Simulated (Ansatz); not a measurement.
HfNH₅O₂F₂: geometry relaxation (part 1 of 2)

System: HfNH₅O₂F₂.
Method: RKS PBE0-D4/def2-SVP (Ansatz 0.2.0).

It belongs to a series of runs on one base structure; here: end point B relaxed.

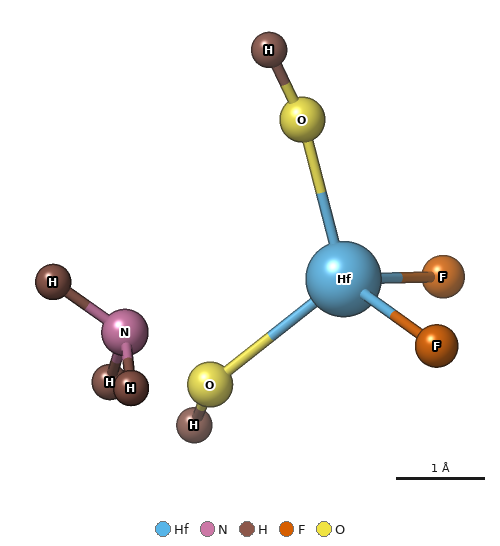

Fig. 1: The structure as given in the input (ball-and-stick view, seen at a tilt). Sticks mark near contacts. Bond lengths as drawn: F–Hf 1.91 to 1.92 Å, Hf–O 1.92 to 2.03 Å, H–N 1.02 to 1.04 Å and H–O 0.95 to 0.96 Å.

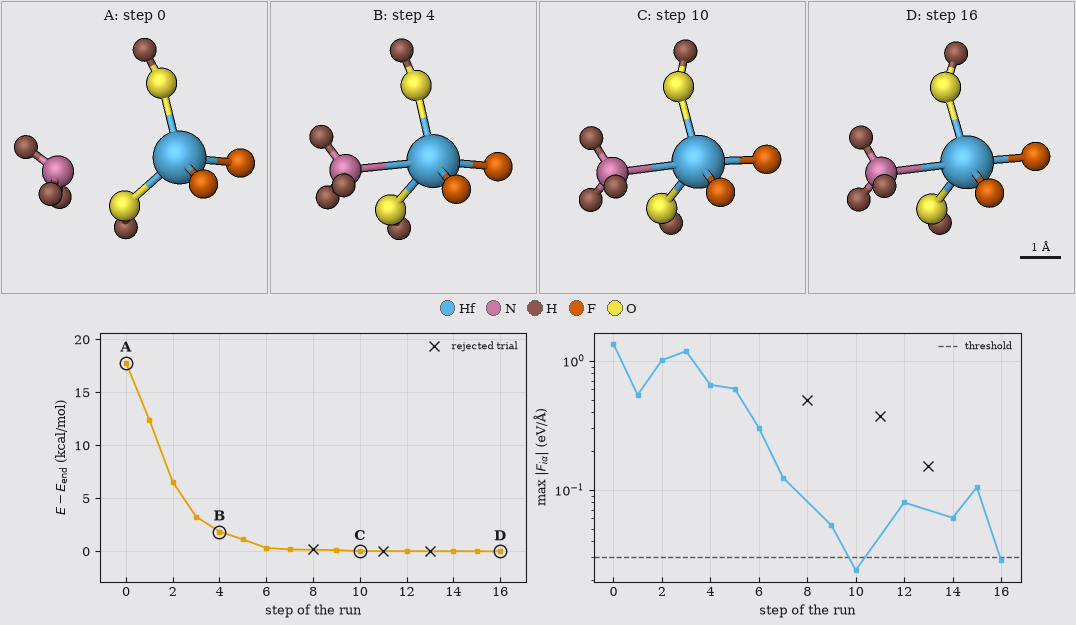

Fig. 2: Frames of the relaxation (ball-and-stick view, seen at a tilt) above the curves, on which the letters mark them (the first geometry is step 0 here and step 1 in the log).

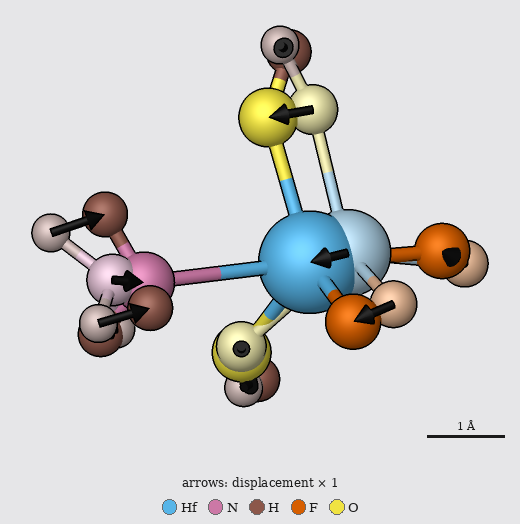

Fig. 3: Start (faint) and end (solid) with the displacements as black arrows, at true length (ball-and-stick view, seen at a tilt). The two geometries are laid on each other by the best rigid fit. After 16 geometry steps the energy has fallen by 17.8 kcal/mol. The largest force component goes from 1.4 to 0.028 eV/Å. The line search rejected the trial steps at points 8, 11, 13 (counted from 0) and went back. H3 moves most after the best rigid fit: 0.75 Å. By element the largest moves are H 0.75 Å, O 0.61 Å, F 0.60 Å, Hf 0.54 Å, N 0.44 Å. Among the contacts that change: Hf1–N2 3.392 → 2.427 Å, Hf1–O9 2.028 → 1.965 Å, Hf1–O6 1.917 → 1.958 Å, Hf1–F5 1.921 → 1.944 Å. New bonds form: Hf1–N2 (3.39 → 2.43 Å). Among the angles that change: Hf1–O6–H7 163.7° → 141.3°, F5–Hf1–O9 112.1° → 118.2°, F8–Hf1–O9 104.3° → 98.6°. (Atoms are counted from 1 in the order of the input.)

These pictures come from the run below.

The input:
```yaml
crystal:
  periodic: [false, false, false]
  atoms:
    - { symbol: Hf, position_ang: [0.167803, -0.485634, -0.573204] }
    - { symbol: "N", position_ang: [0.391136, 0.18983, 2.743508] }
    - { symbol: H, position_ang: [-0.38625, 0.39008, 3.37046] }
    - { symbol: H, position_ang: [1.244952, 0.483246, 3.214698] }
    - { symbol: F, position_ang: [1.815741, 0.499362, -0.627592] }
    - { symbol: O, position_ang: [-1.391066, 0.625172, -0.470003] }
    - { symbol: H, position_ang: [-2.066209, 1.231832, -0.173689] }
    - { symbol: F, position_ang: [0.059386, -1.349741, -2.275251] }
    - { symbol: O, position_ang: [0.234898, -2.013234, 0.759055] }
    - { symbol: H, position_ang: [0.205561, -2.965306, 0.636896] }
    - { symbol: H, position_ang: [0.434448, -0.841207, 2.625023] }
basis:
  gaussian: { orbitals: def2-SVP }
hamiltonian:
  xc: pbe0
  dispersion: d4
relax:
  f_tol: 0.03
  max_steps: 50
```

Command:
```bash
ansatz run input.yaml --threads 4 --pin off --max-ram 5120MiB --backend cpu --events-out ev --progress --plain --runs-dir out
```

Log:
```
The last accepted step is kept in [file] (removed where the run ends without a failure and the disk answers)
Engine: ansatz 0.2.0, aarch64-unknown-linux-gnu
Functional definition: PBE0
  parameter a = 0.25
  parameter kappa = 0.804
  parameter beta = 0.06672455060314922
  exchange = (1 - a)*pbe_x(kappa = kappa, mu = beta*pi^2/3) + a*exact_x
  correlation = pbe_c(beta = beta)
1328 factors; integrals over basis functions are off by at most 5.6e-4 eV
mean field evaluation 1: about -12378.1844 eV, gradient 9.5e1 eV
mean field evaluation 2: about -12334.6436 eV, gradient 1.8e2 eV
mean field evaluation 4: about -12393.9618 eV, gradient 7.8e0 eV
mean field evaluation 8: about -12394.1288 eV, gradient 7.4e-1 eV
mean field evaluation 16: about -12394.1297 eV, gradient 1.8e-4 eV
mean field -12394.12972808 eV, -455.4758664642 hartree, gradient 1.9e-5 eV, S^2 0.000000; 0 other end points of the search recorded, 0 dependent functions left out
the calculation of the forces begins
reference -12394.12978769 eV, -455.4758686547 hartree; 29, 29 occupied and 98, 98 virtual orbitals, 1328 factors
relax step   1: F+E_penalty+E_count = -12394.27905389 eV  Δ(F+E_penalty+E_count) = +0.000e0 eV  max|allowed force component| = 1.354e0 eV/Å  Δτ_max = 0.0000 Å  (29 SCF iters, accepted)
these checks for a lower state are left out or cut short: starts, cluster_reference, orbital_swaps, neighbouring_geometries, increment
1328 factors; integrals over basis functions are off by at most 5.6e-4 eV
mean field -12394.35567193 eV, -455.4841697474 hartree, gradient 1.2e-5 eV, S^2 0.000000; 0 other end points of the search recorded, 0 dependent functions left out
[... from here on the field's lines of each further geometry are left out, up to the last ...]
relax step   2: F+E_penalty+E_count = -12394.51281721 eV  Δ(F+E_penalty+E_count) = -2.338e-1 eV  max|allowed force component| = 5.436e-1 eV/Å  Δτ_max = 0.1950 Å  (36 SCF iters, accepted)
relax step   3: F+E_penalty+E_count = -12394.76691194 eV  Δ(F+E_penalty+E_count) = -2.541e-1 eV  max|allowed force component| = 1.010e0 eV/Å  Δτ_max = 0.1962 Å  (35 SCF iters, accepted)
relax step   4: F+E_penalty+E_count = -12394.90950318 eV  Δ(F+E_penalty+E_count) = -1.426e-1 eV  max|allowed force component| = 1.187e0 eV/Å  Δτ_max = 0.1951 Å  (34 SCF iters, accepted)
relax step   5: F+E_penalty+E_count = -12394.97000747 eV  Δ(F+E_penalty+E_count) = -6.050e-2 eV  max|allowed force component| = 6.517e-1 eV/Å  Δτ_max = 0.1947 Å  (35 SCF iters, accepted)
relax step   6: F+E_penalty+E_count = -12395.00223996 eV  Δ(F+E_penalty+E_count) = -3.223e-2 eV  max|allowed force component| = 6.088e-1 eV/Å  Δτ_max = 0.2000 Å  (35 SCF iters, accepted)
relax step   7: F+E_penalty+E_count = -12395.03704810 eV  Δ(F+E_penalty+E_count) = -3.481e-2 eV  max|allowed force component| = 3.029e-1 eV/Å  Δτ_max = 0.2000 Å  (29 SCF iters, accepted)
relax step   8: F+E_penalty+E_count = -12395.04330203 eV  Δ(F+E_penalty+E_count) = -6.254e-3 eV  max|allowed force component| = 1.243e-1 eV/Å  Δτ_max = 0.0728 Å  (30 SCF iters, accepted)
relax step   9: F+E_penalty+E_count = -12395.04311306 eV  Δ(F+E_penalty+E_count) = +1.890e-4 eV  max|allowed force component| = 4.991e-1 eV/Å  Δτ_max = 0.0532 Å  (30 SCF iters, rejected (line search))
relax step  10: F+E_penalty+E_count = -12395.04618488 eV  Δ(F+E_penalty+E_count) = -2.883e-3 eV  max|allowed force component| = 5.307e-2 eV/Å  Δτ_max = 0.0266 Å  (31 SCF iters, accepted)
relax step  11: F+E_penalty+E_count = -12395.05017113 eV  Δ(F+E_penalty+E_count) = -3.986e-3 eV  max|allowed force component| = 2.382e-2 eV/Å  Δτ_max = 0.0901 Å  (30 SCF iters, accepted)
relax step  12: F+E_penalty+E_count = -12395.04887114 eV  Δ(F+E_penalty+E_count) = +1.300e-3 eV  max|allowed force component| = 3.754e-1 eV/Å  Δτ_max = 0.0618 Å  (30 SCF iters, rejected (line search))
relax step  13: F+E_penalty+E_count = -12395.05049038 eV  Δ(F+E_penalty+E_count) = -3.193e-4 eV  max|allowed force component| = 7.985e-2 eV/Å  Δτ_max = 0.0268 Å  (30 SCF iters, accepted)
relax step  14: F+E_penalty+E_count = -12395.05019301 eV  Δ(F+E_penalty+E_count) = +2.974e-4 eV  max|allowed force component| = 1.519e-1 eV/Å  Δτ_max = 0.0205 Å  (31 SCF iters, rejected (line search))
relax step  15: F+E_penalty+E_count = -12395.05078613 eV  Δ(F+E_penalty+E_count) = -2.958e-4 eV  max|allowed force component| = 6.076e-2 eV/Å  Δτ_max = 0.0102 Å  (31 SCF iters, accepted)
relax step  16: F+E_penalty+E_count = -12395.05084027 eV  Δ(F+E_penalty+E_count) = -5.415e-5 eV  max|allowed force component| = 1.047e-1 eV/Å  Δτ_max = 0.0333 Å  (30 SCF iters, accepted)
the calculation of the forces begins
reference -12394.88353772 eV, -455.5035684574 hartree; 29, 29 occupied and 98, 98 virtual orbitals, 1328 factors
relax step  17: F+E_penalty+E_count = -12395.05128691 eV  Δ(F+E_penalty+E_count) = -4.466e-4 eV  max|allowed force component| = 2.838e-2 eV/Å  Δτ_max = 0.0111 Å  (31 SCF iters, accepted)
1328 factors; integrals over basis functions are off by at most 5.6e-4 eV
mean field -12394.88347532 eV, -455.5035661642 hartree, gradient 1.4e-5 eV, S^2 0.000000; 1 other end points of the search recorded, 0 dependent functions left out
the calculation of the forces begins
reference -12394.88353772 eV, -455.5035684574 hartree; 29, 29 occupied and 98, 98 virtual orbitals, 1328 factors
Total energy: -12395.05134932 eV, -455.5097354198 hartree
Atom 0 at     0.228858    -0.452481    -0.040450 Å, force     0.006699    -0.001926     0.023025 eV/Å
Atom 1 at     0.446645     0.082494     2.316636 Å, force    -0.001644    -0.003112    -0.010209 eV/Å
Atom 2 at    -0.369652     0.596041     2.648384 Å, force    -0.000985     0.000497    -0.001728 eV/Å
Atom 3 at     1.272765     0.644550     2.520590 Å, force     0.001922     0.001756     0.002472 eV/Å
Atom 4 at     1.946374     0.458861    -0.053740 Å, force    -0.006612    -0.002915     0.002394 eV/Å
Atom 5 at    -1.386335     0.640317     0.138395 Å, force    -0.026869     0.009756    -0.014378 eV/Å
Atom 6 at    -2.169553     0.901498    -0.347788 Å, force     0.028379    -0.008022     0.016099 eV/Å
Atom 7 at     0.105905    -0.915308    -1.910803 Å, force    -0.002688    -0.001488    -0.012458 eV/Å
Atom 8 at     0.145766    -2.263995     0.716498 Å, force    -0.000157     0.003232    -0.006663 eV/Å
Atom 9 at    -0.023420    -3.147429     0.385041 Å, force     0.002081     0.001280     0.004144 eV/Å
Atom 10 at     0.513048    -0.780148     2.857138 Å, force    -0.000126     0.000944    -0.002696 eV/Å
Dipole moment:    -0.378933     0.005869     0.957310 e Å
```

Trajectory as extended XYZ (Å, eV, eV/Å), 17 frames, from step=1 to step=17:
```
11
Properties=species:S:1:pos:R:3:forces:R:3 step=1 energy=-12394.27905
Hf    0.1678   -0.4856   -0.5732    0.1106  -0.8321   1.3539
N     0.3911    0.1898    2.7435   -0.0131  -0.7513  -0.5561
H    -0.3862    0.3901    3.3705    0.0391  -0.0049  -0.0232
H     1.2450    0.4832    3.2147   -0.0248  -0.0110  -0.0248
F     1.8157    0.4994   -0.6276   -0.0244  -0.0105   0.0030
O    -1.3911    0.6252   -0.4700   -0.0039   0.0012  -0.0034
H    -2.0662    1.2318   -0.1737   -0.0043  -0.0040  -0.0012
F     0.0594   -1.3497   -2.2753    0.0039   0.0056   0.0121
O     0.2349   -2.0132    0.7591   -0.0538   0.9102  -0.8924
H     0.2056   -2.9653    0.6369   -0.0023  -0.0025  -0.0001
H     0.4344   -0.8412    2.6250   -0.0269   0.6994   0.1321
11
Properties=species:S:1:pos:R:3:forces:R:3 step=2 energy=-12394.51282
Hf    0.1831   -0.4723   -0.4174    0.0037   0.4146   0.4359
N     0.3772    0.1362    2.5729    0.0279  -0.5436  -0.3019
H    -0.3958    0.4013    3.1857    0.0298   0.0180  -0.1604
H     1.2245    0.4885    3.0208   -0.0385   0.0025  -0.1353
F     1.8282    0.5130   -0.5121    0.1815   0.0540   0.0413
O    -1.3844    0.6324   -0.3831   -0.2277   0.1428   0.0850
H    -2.0728    1.2432   -0.1266    0.0315  -0.0603  -0.0323
F     0.0804   -1.3164   -2.1338    0.0302  -0.0567   0.0109
O     0.2354   -2.0093    0.7972   -0.0172  -0.5398  -0.0120
H     0.2047   -2.9557    0.6306    0.0006   0.0416   0.0498
H     0.4298   -0.8965    2.5956   -0.0218   0.5269   0.0190
11
Properties=species:S:1:pos:R:3:forces:R:3 step=3 energy=-12394.76691
Hf    0.1961   -0.4397   -0.2458   -0.0573   0.7052   0.0411
N     0.3823    0.1070    2.4146   -0.0391  -0.4100  -0.0085
H    -0.3989    0.4363    2.9927    0.0859  -0.0453  -0.3314
H     1.2170    0.5024    2.8563   -0.0334  -0.0096  -0.2806
F     1.8538    0.5289   -0.3790    0.2076   0.0640   0.0747
O    -1.3949    0.6433   -0.2992   -0.2660   0.2143   0.2284
H    -2.1055    1.2499   -0.0937    0.0771  -0.1217  -0.0869
F     0.1093   -1.2710   -1.9761    0.0659  -0.0132   0.0267
O     0.2258   -2.0715    0.8183   -0.0165  -1.0098   0.2852
H     0.1937   -3.0058    0.5838   -0.0032   0.2049   0.0517
H     0.4317   -0.9155    2.5579   -0.0211   0.4212  -0.0003
11
Properties=species:S:1:pos:R:3:forces:R:3 step=4 energy=-12394.90950
Hf    0.2088   -0.3966   -0.0894   -0.2082  -0.0737  -0.7250
N     0.3803    0.0573    2.2697    0.0270  -0.1863   1.1866
H    -0.4022    0.4640    2.8052    0.1833  -0.1893  -0.4292
H     1.2085    0.5240    2.6625   -0.1052  -0.1264  -0.3511
F     1.8869    0.5469   -0.2608    0.0891   0.0673   0.1584
O    -1.4091    0.6604   -0.2170   -0.1620   0.2663   0.4055
H    -2.1425    1.2592   -0.0671    0.1649  -0.2052  -0.1433
F     0.1470   -1.2162   -1.8353    0.0849   0.0058  -0.0266
O     0.2145   -2.1381    0.8457   -0.0190  -0.6580   0.1395
H     0.1786   -3.0570    0.5469   -0.0030   0.4338   0.0222
H     0.4397   -0.9394    2.5694   -0.0518   0.6656  -0.2370
```
